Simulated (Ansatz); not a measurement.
## Electronic structure of H8In2N2 in real space

The calculation's input:

```
crystal:
  periodic: [false, false, false]
  atoms:
    - symbol: In
      position_ang: [-1.201561, -0.990006, -0.728588]
    - symbol: In
      position_ang: [1.188070, 1.333512, -0.892540]
    - symbol: "N"
      position_ang: [-0.406316, 0.676814, 0.523288]
    - symbol: N
      position_ang: [0.392665, -0.333157, -2.144530]
    - symbol: H
      position_ang: [-1.096556, 1.400836, 0.724339]
    - symbol: H
      position_ang: [-0.047401, 0.371567, 1.428305]
    - symbol: H
      position_ang: [-2.732748, -0.510324, -1.368804]
    - symbol: H
      position_ang: [-0.717120, -2.487616, -0.016559]
    - symbol: H
      position_ang: [0.033637, -0.027748, -3.049449]
    - symbol: H
      position_ang: [1.082857, -1.057162, -2.345792]
    - symbol: H
      position_ang: [0.703734, 2.831179, -1.604528]
    - symbol: H
      position_ang: [2.719228, 0.853704, -0.252351]
basis:
  gaussian:
    orbitals: def2-TZVPD
hamiltonian:
  xc: pbe0
output:
  forces: true
  orbitals: {seedname: orbitals}
```

Run with:

```sh
ansatz run input.yaml --threads 2 --pin off --max-ram 5220MiB --events-out events.jsonl --progress --plain --runs-dir runs
```

Geometry: PBE0-D4/def2-SVP; core potentials replace the inner electrons of In.

These are results of isolated molecule in a Gaussian basis; Kohn-Sham density functional theory, functional PBE0 (Ansatz 0.2.0), not measurements.

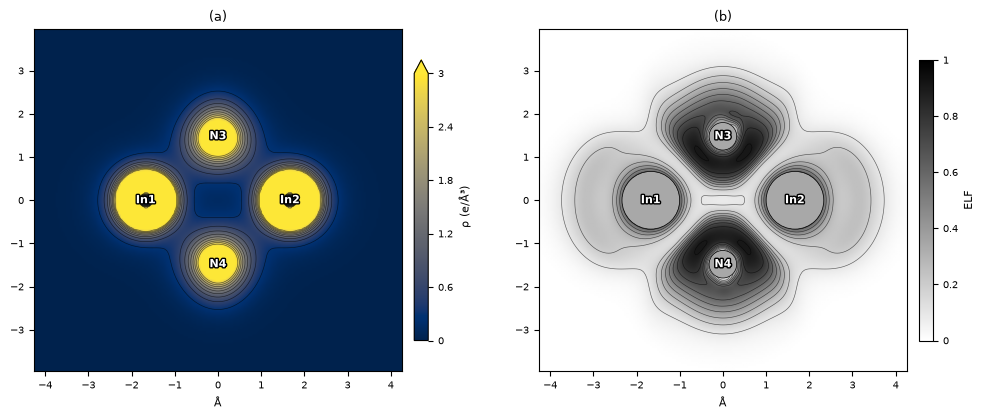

Figure 1. (a) electron density; (b) electron localisation function on the plane of atoms N3, In2 and N4. Grey discs cover the atomic cores in the ELF map.

**Read the bonding off the picture.**

The plane passes through In and N nuclei. In–N (2.23 Å): ρ is about 0.5 e/Å³ halfway; the ELF peaks at about 0.90 in the valence shell of N, 0.6 Å from its nucleus, and drops to about 0.15 between the two atoms.

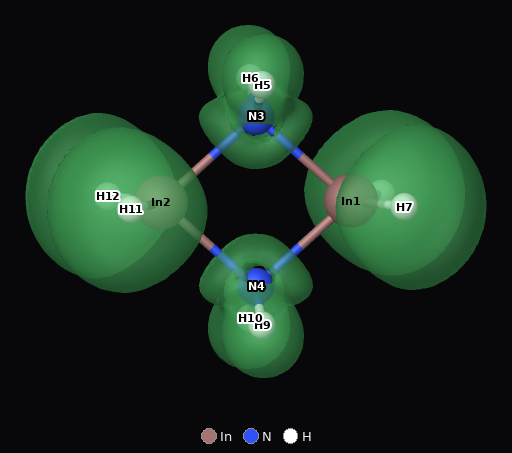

Figure 2. Isosurface of the electron localisation function at 0.75 (green), seen across its widest extent. Only the valence region is drawn (cores and ρ < 0.01 e/Å³ removed).

**Where are the electrons localised?**

At this value the surface marks out four regions around hydrogen nuclei and two joined regions spread over several atoms (H, N), in which their bonds and any lone pairs are merged.


 N–H (1.02 Å): the ELF climbs to about 1 towards the hydrogen, as it does in any bond to H; a covalent bond by its length.

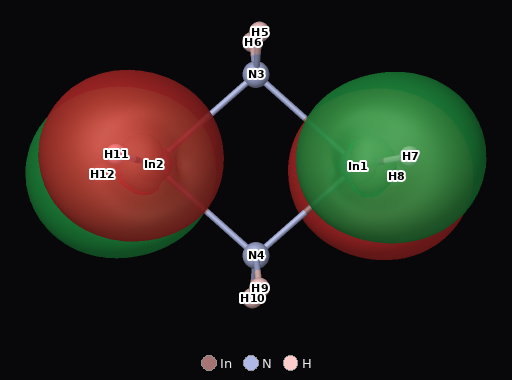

Figure 3. The HOMO−1 at ±0.06 Å⁻³ᐟ² (green and red are the two phases), seen across its widest extent.

**Where does this orbital lie, and at what energy?**

Its weight (Hirshfeld) is mainly on In1 (about 20 %), In2 (about 20 %), H7 (about 15 %), H8 (about 15 %), H11 (about 15 %) and H12 (about 15 %); it is gerade (even under inversion). Its energy is −7.95 eV.
